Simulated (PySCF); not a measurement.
**C8H24N4Ti: geometry relaxation (part 2 of 4)**

C8H24N4Ti ([Ti(N(CH3)2)4]); PBE0-D3(BJ)/def2-SVP geometry optimisation, gas phase (PySCF 2.14.0). 

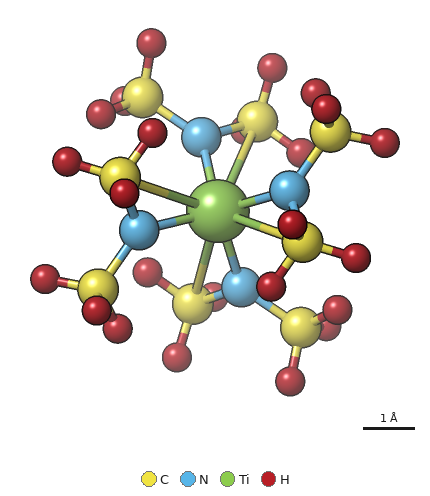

Fig. 1: The geometry at step 10 of the log (ball-and-stick view, seen at a tilt).

Trajectory as extended XYZ, continued:
```
37
Properties=species:S:1:pos:R:3:forces:R:3 step=5 energy=-37729.64324
C     0.1955   -2.6056    1.4999   -0.0171  -0.0322   0.1344
N    -0.4762   -1.3758    1.2011    0.0625   0.0175  -0.0152
C    -1.4521   -0.9874    2.1845   -0.0379   0.0979  -0.0276
Ti    0.0077    0.0137   -0.0043   -0.3110  -0.1380   0.1032
N     0.5601    1.5354    0.9693   -0.0731   0.2230   0.0767
C     1.6155    1.2753    1.9082    0.1274  -0.1581   0.1017
C    -0.1258    2.7775    1.1829   -0.0104   0.0044  -0.0102
N    -1.5025    0.4548   -1.0711   -0.0239  -0.1264   0.0335
C    -1.2243    1.4111   -2.1064    0.0790   0.1303  -0.0403
C    -2.7365   -0.2559   -1.2412    0.0036   0.0147  -0.0227
N     1.4145   -0.5882   -1.1031    0.3115   0.0824  -0.1742
C     2.6595    0.0530   -1.4198   -0.0016   0.0033  -0.0223
C     1.0479   -1.6419   -2.0083   -0.1285  -0.1713   0.0032
H     0.9043   -2.8647    0.7040    0.0736  -0.0167  -0.0837
H    -0.5166   -3.4493    1.6106   -0.0056   0.0094  -0.0313
H     0.7700   -2.5569    2.4506   -0.0181   0.0134  -0.0269
H    -2.1838   -1.7968    2.3714   -0.0342  -0.0475   0.0043
H    -2.0354   -0.1200    1.8287    0.0378   0.0492   0.0442
H    -1.0085   -0.7112    3.1640    0.0107  -0.0596  -0.0010
H     1.2573    1.1348    2.9494   -0.0300   0.0780  -0.0033
H     2.3657    2.0900    1.9275    0.0015   0.0518  -0.0321
H     2.1666    0.3574    1.6340   -0.0514  -0.0160   0.0119
H    -0.8991    2.9293    0.4153   -0.0030  -0.0083   0.0030
H    -0.6298    2.8174    2.1712    0.0134   0.0032   0.0118
H     0.5662    3.6428    1.1433    0.0120   0.0029  -0.0104
H    -1.0520    0.9524   -3.1029   -0.0564  -0.0218   0.0161
H    -2.0497    2.1423   -2.2216   -0.0222  -0.0004   0.0099
H    -0.3250    2.0021   -1.8562    0.0345  -0.0465  -0.0433
H    -2.8999   -0.9492   -0.4044   -0.0013  -0.0308   0.0221
H    -2.7553   -0.8554   -2.1763   -0.0041   0.0157  -0.0013
H    -3.6051    0.4324   -1.2873    0.0018   0.0012   0.0050
H     2.6403    0.5430   -2.4159    0.0007  -0.0211  -0.0049
H     2.8966    0.8312   -0.6798   -0.0131   0.0051   0.0091
H     3.5020   -0.6675   -1.4355    0.0007  -0.0126   0.0087
H     0.1452   -2.1660   -1.6482   -0.0342   0.0253  -0.0033
H     1.8409   -2.4123   -2.0897    0.0255   0.0204   0.0214
H     0.8244   -1.2888   -3.0341    0.0812   0.0583  -0.0660
37
Properties=species:S:1:pos:R:3:forces:R:3 step=7 energy=-37729.67367
C     0.2020   -2.6588    1.4371    0.0602   0.0111  -0.0101
N    -0.4265   -1.3925    1.2042   -0.0630  -0.0207  -0.0644
C    -1.4307   -1.0357    2.1720   -0.0467   0.0114   0.0169
Ti   -0.0049    0.0118    0.0011    0.1197   0.0270  -0.0135
N     0.5043    1.5512    0.9941   -0.0137  -0.0264  -0.0905
C     1.5888    1.3185    1.9110    0.0243  -0.0145   0.0351
C    -0.1298    2.8285    1.1393   -0.0085  -0.0236   0.0134
N    -1.5223    0.3982   -1.0717   -0.0180   0.0208   0.0754
C    -1.2777    1.3932   -2.0819    0.0435   0.0496  -0.0264
C    -2.7827   -0.2727   -1.1930    0.0058  -0.0331  -0.0079
N     1.4337   -0.5328   -1.1174   -0.0464  -0.0127   0.0900
C     2.7088    0.0679   -1.3783   -0.0400   0.0185  -0.0100
C     1.1001   -1.6189   -2.0014   -0.0321  -0.0054  -0.0562
H     0.9348   -2.8781    0.6449   -0.0215   0.0104   0.0324
H    -0.5357   -3.4871    1.4572    0.0039  -0.0018  -0.0048
H     0.7435   -2.6914    2.4056   -0.0058   0.0002   0.0097
H    -2.1781   -1.8454    2.3016    0.0067   0.0151  -0.0296
H    -1.9914   -0.1433    1.8412    0.0434   0.0238   0.0357
H    -1.0172   -0.8096    3.1764    0.0346  -0.0527   0.0072
H     1.2630    1.2381    2.9689   -0.0322   0.0541  -0.0047
H     2.3439    2.1299    1.8636    0.0005  -0.0201  -0.0195
H     2.1175    0.3814    1.6628   -0.0350  -0.0214   0.0243
H    -0.9284    2.9516    0.3927   -0.0056  -0.0033   0.0034
H    -0.5903    2.9604    2.1410    0.0067   0.0028   0.0028
H     0.5898    3.6625    1.0078   -0.0069   0.0043  -0.0058
H    -1.1553    0.9688   -3.0999   -0.0531  -0.0350   0.0020
H    -2.1006    2.1353   -2.1345    0.0057  -0.0051   0.0251
H    -0.3588    1.9626   -1.8546    0.0220  -0.0441  -0.0274
H    -2.9141   -0.9992   -0.3770    0.0068   0.0075  -0.0125
H    -2.8753   -0.8293   -2.1493    0.0019   0.0064  -0.0056
H    -3.6336    0.4382   -1.1566   -0.0015  -0.0017   0.0082
H     2.7633    0.5205   -2.3905    0.0042  -0.0048  -0.0084
H     2.9181    0.8661   -0.6508   -0.0023   0.0052  -0.0063
H     3.5316   -0.6735   -1.3169    0.0089   0.0081   0.0073
H     0.1825   -2.1333   -1.6641   -0.0111   0.0491  -0.0290
H     1.9017   -2.3848   -2.0251   -0.0056  -0.0125   0.0255
H     0.9283   -1.2955   -3.0498    0.0500   0.0137   0.0181
37
Properties=species:S:1:pos:R:3:forces:R:3 step=8 energy=-37729.68973
C     0.2096   -2.6775    1.4109    0.0668   0.0494  -0.0634
N    -0.4086   -1.4014    1.2029   -0.0810  -0.0490  -0.0624
C    -1.4212   -1.0613    2.1679   -0.0073  -0.0580   0.0626
Ti   -0.0090    0.0091    0.0039    0.2517   0.0818  -0.0503
N     0.4808    1.5536    1.0033    0.0282  -0.1132  -0.1083
C     1.5732    1.3316    1.9166   -0.0753   0.0982  -0.0183
C    -0.1344    2.8418    1.1194   -0.0131  -0.0096   0.0169
N    -1.5274    0.3763   -1.0687   -0.0169   0.0839   0.0522
C    -1.2929    1.3852   -2.0700   -0.0377  -0.0600  -0.0233
C    -2.7969   -0.2788   -1.1740    0.0100  -0.0356   0.0013
N     1.4397   -0.5099   -1.1226   -0.1821  -0.0652   0.1577
C     2.7204    0.0837   -1.3622   -0.0145   0.0254  -0.0094
C     1.1206   -1.6061   -2.0025    0.0779   0.1187  -0.0556
H     0.9664   -2.8693    0.6331   -0.0429   0.0062   0.0552
H    -0.5296   -3.5038    1.3776    0.0039  -0.0107   0.0120
H     0.7209   -2.7420    2.3933    0.0005  -0.0115   0.0230
H    -2.1814   -1.8651    2.2598   -0.0065   0.0513  -0.0411
H    -1.9577   -0.1445    1.8671    0.0230   0.0119   0.0217
H    -1.0151   -0.8847    3.1854    0.0327  -0.0336   0.0023
H     1.2537    1.3006    2.9790   -0.0199   0.0162  -0.0032
H     2.3355    2.1338    1.8322    0.0296  -0.0621  -0.0116
H     2.0793    0.3768    1.6939   -0.0061  -0.0219   0.0408
H    -0.9537    2.9461    0.3927   -0.0053   0.0025   0.0027
H    -0.5627    3.0154    2.1291    0.0011  -0.0008  -0.0029
H     0.5887    3.6636    0.9360   -0.0098   0.0005  -0.0009
H    -1.2155    0.9695   -3.0958   -0.0310  -0.0231  -0.0034
H    -2.1076    2.1377   -2.0861    0.0380   0.0293   0.0250
H    -0.3540    1.9289   -1.8666    0.0140  -0.0181  -0.0153
H    -2.9100   -1.0312   -0.3786    0.0020   0.0148  -0.0162
H    -2.9216   -0.8015   -2.1454    0.0016  -0.0008  -0.0048
H    -3.6404    0.4368   -1.0889   -0.0028  -0.0019   0.0055
H     2.8055    0.5050   -2.3860    0.0002   0.0024  -0.0028
H     2.9054    0.9037   -0.6525    0.0055   0.0044  -0.0100
H     3.5435   -0.6529   -1.2538    0.0034   0.0115   0.0044
H     0.1862   -2.1030   -1.6884   -0.0102   0.0242  -0.0421
H     1.9195   -2.3754   -1.9922   -0.0396  -0.0410   0.0252
H     0.9930   -1.2878   -3.0596    0.0117  -0.0165   0.0366
37
Properties=species:S:1:pos:R:3:forces:R:3 step=9 energy=-37729.70947
C     0.2195   -2.6966    1.3831    0.0523   0.0689  -0.0734
N    -0.3929   -1.4136    1.2000   -0.0767  -0.0574  -0.0493
C    -1.4106   -1.0943    2.1667    0.0466  -0.1153   0.0829
Ti   -0.0107    0.0050    0.0065    0.2637   0.0829  -0.0546
N     0.4590    1.5521    1.0095    0.0671  -0.1308  -0.0864
C     1.5545    1.3439    1.9245   -0.1560   0.1801  -0.0669
C    -0.1406    2.8492    1.0932   -0.0202   0.0129   0.0162
N    -1.5306    0.3574   -1.0646   -0.0103   0.1220   0.0192
C    -1.3058    1.3765   -2.0597   -0.1260  -0.1611  -0.0119
C    -2.8087   -0.2824   -1.1522    0.0093  -0.0271   0.0077
N     1.4430   -0.4875   -1.1258   -0.2130  -0.0983   0.1571
C     2.7258    0.1084   -1.3418    0.0221   0.0290  -0.0124
C     1.1443   -1.5888   -2.0081    0.1601   0.2052  -0.0217
H     1.0072   -2.8567    0.6294   -0.0443  -0.0016   0.0464
H    -0.5144   -3.5228    1.2891    0.0021  -0.0158   0.0215
H     0.6908   -2.7946    2.3823    0.0064  -0.0173   0.0224
H    -2.1920   -1.8820    2.2084   -0.0277   0.0738  -0.0396
H    -1.9113   -0.1447    1.9117   -0.0028   0.0044   0.0082
H    -1.0099   -0.9887    3.1965    0.0245  -0.0102  -0.0060
H     1.2375    1.3785    2.9874   -0.0057  -0.0211   0.0017
H     2.3321    2.1256    1.7966    0.0573  -0.0881  -0.0018
H     2.0299    0.3656    1.7437    0.0196  -0.0185   0.0529
H    -0.9856    2.9309    0.3934    0.0002   0.0049  -0.0002
H    -0.5299    3.0669    2.1102   -0.0055  -0.0050  -0.0071
H     0.5800    3.6582    0.8506   -0.0081  -0.0042   0.0059
H    -1.2917    0.9686   -3.0916   -0.0021  -0.0074  -0.0048
H    -2.1013    2.1489   -2.0305    0.0682   0.0647   0.0173
H    -0.3398    1.8823   -1.8925    0.0074   0.0128  -0.0085
H    -2.9008   -1.0655   -0.3843   -0.0035   0.0160  -0.0111
H    -2.9686   -0.7634   -2.1398    0.0009  -0.0083  -0.0012
H    -3.6437    0.4344   -1.0101   -0.0030  -0.0018  -0.0001
H     2.8426    0.4906   -2.3780   -0.0058   0.0082   0.0049
H     2.8777    0.9571   -0.6583    0.0079  -0.0012  -0.0068
H     3.5536   -0.6130   -1.1771   -0.0054   0.0099  -0.0010
H     0.1862   -2.0607   -1.7324   -0.0122  -0.0103  -0.0492
H     1.9314   -2.3687   -1.9549   -0.0653  -0.0610   0.0176
H     1.0763   -1.2730   -3.0713   -0.0220  -0.0339   0.0323
37
Properties=species:S:1:pos:R:3:forces:R:3 step=10 energy=-37729.72949
C     0.2313   -2.7151    1.3514    0.0195   0.0487  -0.0426
N    -0.3809   -1.4286    1.1952   -0.0487  -0.0435  -0.0311
C    -1.3989   -1.1333    2.1691    0.0824  -0.1213   0.0612
Ti   -0.0099    0.0002    0.0084    0.1468   0.0322  -0.0287
N     0.4415    1.5479    1.0118    0.0843  -0.0668  -0.0404
C     1.5332    1.3571    1.9347   -0.1693   0.1798  -0.0803
C    -0.1481    2.8514    1.0611   -0.0250   0.0271   0.0095
N    -1.5327    0.3446   -1.0599   -0.0039   0.1158  -0.0054
C    -1.3189    1.3671   -2.0541   -0.1662  -0.1923   0.0068
C    -2.8180   -0.2828   -1.1248    0.0013  -0.0118   0.0117
N     1.4443   -0.4679   -1.1255   -0.1175  -0.0934   0.0887
C     2.7264    0.1385   -1.3155    0.0451   0.0267  -0.0097
C     1.1713   -1.5672   -2.0179    0.1578   0.1986   0.0264
H     1.0472   -2.8435    0.6237   -0.0243  -0.0091   0.0147
H    -0.4920   -3.5428    1.2006   -0.0010  -0.0116   0.0209
H     0.6640   -2.8472    2.3644    0.0118  -0.0114   0.0084
H    -2.2096   -1.8912    2.1541   -0.0401   0.0677  -0.0218
H    -1.8557   -0.1490    1.9721   -0.0234   0.0041   0.0025
H    -1.0022   -1.1116    3.2058    0.0127   0.0063  -0.0108
H     1.2155    1.4647    2.9923    0.0043  -0.0382   0.0075
H     2.3358    2.1042    1.7637    0.0634  -0.0804   0.0077
H     1.9731    0.3537    1.8112    0.0284  -0.0133   0.0491
H    -1.0156    2.9101    0.3869    0.0063   0.0054  -0.0049
H    -0.5023    3.1104    2.0810   -0.0112  -0.0082  -0.0077
H     0.5664    3.6475    0.7635   -0.0017  -0.0073   0.0117
H    -1.3786    0.9672   -3.0876    0.0199   0.0037  -0.0033
H    -2.0808    2.1695   -1.9765    0.0750   0.0741   0.0030
H    -0.3242    1.8273   -1.9333    0.0046   0.0339  -0.0106
H    -2.8885   -1.0925   -0.3830   -0.0079   0.0101  -0.0005
H    -3.0141   -0.7259   -2.1235    0.0013  -0.0133   0.0034
H    -3.6438    0.4319   -0.9274   -0.0012  -0.0001  -0.0080
H     2.8733    0.4848   -2.3605   -0.0100   0.0122   0.0102
H     2.8417    1.0138   -0.6590    0.0079  -0.0065   0.0016
H     3.5602   -0.5614   -1.0961   -0.0118   0.0022  -0.0085
H     0.1869   -2.0109   -1.7954   -0.0142  -0.0334  -0.0430
H     1.9345   -2.3662   -1.9184   -0.0650  -0.0582   0.0019
H     1.1708   -1.2520   -3.0826   -0.0305  -0.0289   0.0103
37
Properties=species:S:1:pos:R:3:forces:R:3 step=11 energy=-37729.74378
C     0.2408   -2.7274    1.3229   -0.0203   0.0061   0.0017
N    -0.3766   -1.4410    1.1894   -0.0091  -0.0204  -0.0225
C    -1.3891   -1.1648    2.1742    0.0850  -0.0742   0.0224
Ti   -0.0073   -0.0031    0.0094   -0.0087  -0.0247   0.0016
N     0.4339    1.5445    1.0105    0.0642   0.0192  -0.0138
C     1.5154    1.3675    1.9453   -0.1166   0.1082  -0.0399
C    -0.1550    2.8501    1.0336   -0.0130   0.0187   0.0072
N    -1.5336    0.3426   -1.0557   -0.0039   0.0667  -0.0002
C    -1.3303    1.3593   -2.0559   -0.1259  -0.1400   0.0114
C    -2.8228   -0.2799   -1.0975   -0.0055   0.0092   0.0086
N     1.4454   -0.4580   -1.1223    0.0217  -0.0471   0.0161
C     2.7261    0.1613   -1.2914    0.0329   0.0062  -0.0042
C     1.1922   -1.5483   -2.0288    0.0878   0.1133   0.0376
H     1.0676   -2.8356    0.6058   -0.0005  -0.0072  -0.0159
H    -0.4735   -3.5579    1.1445   -0.0043  -0.0010   0.0142
H     0.6587   -2.8811    2.3396    0.0145   0.0009  -0.0060
H    -2.2268   -1.8900    2.1185   -0.0362   0.0348  -0.0005
H    -1.8108   -0.1563    2.0268   -0.0229   0.0036   0.0017
H    -0.9926   -1.2088    3.2102    0.0015   0.0078  -0.0085
H     1.1931    1.5285    2.9947    0.0079  -0.0260   0.0086
H     2.3443    2.0784    1.7494    0.0449  -0.0423   0.0103
H     1.9275    0.3468    1.8739    0.0128  -0.0065   0.0258
H    -1.0296    2.8934    0.3676    0.0109   0.0016  -0.0081
H    -0.4984    3.1317    2.0509   -0.0136  -0.0072  -0.0040
H     0.5556    3.6394    0.7105    0.0052  -0.0053   0.0130
H    -1.4463    0.9631   -3.0861    0.0203   0.0055  -0.0011
H    -2.0558    2.1913   -1.9466    0.0485   0.0507  -0.0089
H    -0.3156    1.7845   -1.9768    0.0022   0.0285  -0.0135
H    -2.8789   -1.0986   -0.3650   -0.0054   0.0038   0.0088
H    -3.0427   -0.7096   -2.0971    0.0022  -0.0134   0.0054
H    -3.6425    0.4335   -0.8716    0.0010   0.0031  -0.0133
H     2.8895    0.4950   -2.3376   -0.0086   0.0135   0.0082
H     2.8171    1.0470   -0.6452    0.0025  -0.0102   0.0097
H     3.5638   -0.5243   -1.0446   -0.0096  -0.0069  -0.0133
H     0.1883   -1.9706   -1.8558   -0.0106  -0.0254  -0.0193
H     1.9279   -2.3686   -1.8989   -0.0380  -0.0359  -0.0092
H     1.2433   -1.2310   -3.0907   -0.0133  -0.0076  -0.0101
37
Properties=species:S:1:pos:R:3:forces:R:3 step=12 energy=-37729.75366
C     0.2445   -2.7344    1.3011   -0.0360  -0.0296   0.0217
N    -0.3776   -1.4489    1.1829    0.0176  -0.0048  -0.0176
C    -1.3809   -1.1848    2.1797    0.0597  -0.0040  -0.0036
Ti   -0.0043   -0.0045    0.0091   -0.1074  -0.0492   0.0152
N     0.4340    1.5437    1.0078    0.0297   0.0749  -0.0110
C     1.5021    1.3747    1.9560   -0.0384   0.0107   0.0277
C    -0.1588    2.8488    1.0172   -0.0032   0.0006   0.0003
N    -1.5339    0.3481   -1.0526   -0.0087   0.0124   0.0201
C    -1.3399    1.3527   -2.0639   -0.0349  -0.0517  -0.0084
C    -2.8245   -0.2737   -1.0752   -0.0101   0.0184   0.0092
N     1.4487   -0.4562   -1.1186    0.1106   0.0062  -0.0173
C     2.7288    0.1711   -1.2739    0.0061  -0.0114   0.0076
C     1.2053   -1.5339   -2.0394    0.0032   0.0119   0.0068
H     1.0630   -2.8375    0.5748    0.0128  -0.0044  -0.0301
H    -0.4690   -3.5669    1.1273   -0.0064   0.0083   0.0069
H     0.6740   -2.8942    2.3124    0.0124   0.0101  -0.0126
H    -2.2369   -1.8861    2.1052   -0.0211  -0.0032   0.0131
H    -1.7836   -0.1639    2.0648   -0.0078   0.0022   0.0017
H    -0.9798   -1.2665    3.2113   -0.0058   0.0008  -0.0016
H     1.1717    1.5634    2.9984    0.0063  -0.0009   0.0032
H     2.3514    2.0594    1.7544    0.0160   0.0003   0.0052
H     1.8980    0.3451    1.9195   -0.0084  -0.0025  -0.0004
H    -1.0243    2.8867    0.3394    0.0099   0.0014  -0.0095
H    -0.5168    3.1324    2.0287   -0.0115  -0.0042   0.0003
H     0.5540    3.6383    0.7007    0.0089  -0.0015   0.0114
H    -1.4870    0.9530   -3.0887    0.0035   0.0018   0.0017
H    -2.0390    2.2059   -1.9430    0.0072   0.0145  -0.0125
H    -0.3155    1.7600   -2.0145    0.0010   0.0068  -0.0106
H    -2.8756   -1.0829   -0.3322   -0.0033  -0.0001   0.0119
H    -3.0534   -0.7160   -2.0672    0.0031  -0.0094   0.0045
H    -3.6419    0.4431   -0.8512    0.0029   0.0054  -0.0134
H     2.8940    0.5184   -2.3151   -0.0043   0.0115   0.0029
H     2.8131    1.0491   -0.6166    0.0008  -0.0100   0.0123
H     3.5676   -0.5140   -1.0316   -0.0030  -0.0113  -0.0138
H     0.1905   -1.9441   -1.9007   -0.0065  -0.0025   0.0066
H     1.9191   -2.3717   -1.8989   -0.0044  -0.0082  -0.0110
H     1.2855   -1.2106   -3.0973    0.0095   0.0109  -0.0169
37
Properties=species:S:1:pos:R:3:forces:R:3 step=13 energy=-37729.76246
C     0.2432   -2.7399    1.2790   -0.0375  -0.0457   0.0217
N    -0.3814   -1.4543    1.1748    0.0364   0.0061  -0.0137
C    -1.3714   -1.1975    2.1860    0.0247   0.0516  -0.0134
Ti   -0.0013   -0.0046    0.0081   -0.1353  -0.0373   0.0113
N     0.4381    1.5452    1.0052   -0.0103   0.0800  -0.0226
C     1.4892    1.3791    1.9701    0.0293  -0.0712   0.0871
C    -0.1611    2.8482    1.0070    0.0123  -0.0146  -0.0027
N    -1.5339    0.3582   -1.0495   -0.0116  -0.0367   0.0402
C    -1.3483    1.3452   -2.0770    0.0606   0.0313  -0.0403
C    -2.8257   -0.2630   -1.0533   -0.0112   0.0235   0.0090
N     1.4549   -0.4586   -1.1146    0.1280   0.0499  -0.0160
C     2.7362    0.1711   -1.2579   -0.0178  -0.0281   0.0166
C     1.2138   -1.5200   -2.0522   -0.0622  -0.0637  -0.0393
H     1.0368   -2.8486    0.5264    0.0116  -0.0009  -0.0265
H    -0.4770   -3.5721    1.1338   -0.0055   0.0117   0.0010
H     0.7063   -2.8960    2.2762    0.0069   0.0120  -0.0124
H    -2.2398   -1.8830    2.1071   -0.0006  -0.0313   0.0189
H    -1.7645   -0.1701    2.0938    0.0121   0.0002  -0.0003
H    -0.9611   -1.3013    3.2116   -0.0078  -0.0066   0.0048
H     1.1469    1.5809    3.0063   -0.0007   0.0229  -0.0056
H     2.3545    2.0457    1.7753   -0.0129   0.0328  -0.0030
H     1.8745    0.3442    1.9566   -0.0239   0.0010  -0.0216
H    -1.0026    2.8888    0.3001    0.0075   0.0012  -0.0073
H    -0.5546    3.1201    2.0083   -0.0075   0.0005   0.0024
H     0.5595    3.6425    0.7225    0.0080   0.0030   0.0080
H    -1.5125    0.9348   -3.0949   -0.0184  -0.0048   0.0064
H    -2.0299    2.2130   -1.9582   -0.0305  -0.0201  -0.0090
H    -0.3191    1.7443   -2.0512   -0.0006  -0.0179  -0.0016
H    -2.8794   -1.0473   -0.2843   -0.0013  -0.0002   0.0086
H    -3.0543   -0.7377   -2.0303    0.0023  -0.0038   0.0023
H    -3.6418    0.4623   -0.8543    0.0031   0.0050  -0.0093
H     2.8942    0.5539   -2.2875    0.0016   0.0080  -0.0017
H     2.8275    1.0252   -0.5710    0.0012  -0.0074   0.0100
H     3.5732   -0.5253   -1.0455    0.0040  -0.0096  -0.0108
H     0.1919   -1.9217   -1.9370   -0.0012   0.0207   0.0245
H     1.9105   -2.3727   -1.9141    0.0233   0.0163  -0.0052
H     1.3111   -1.1861   -3.1054    0.0241   0.0221  -0.0102
```
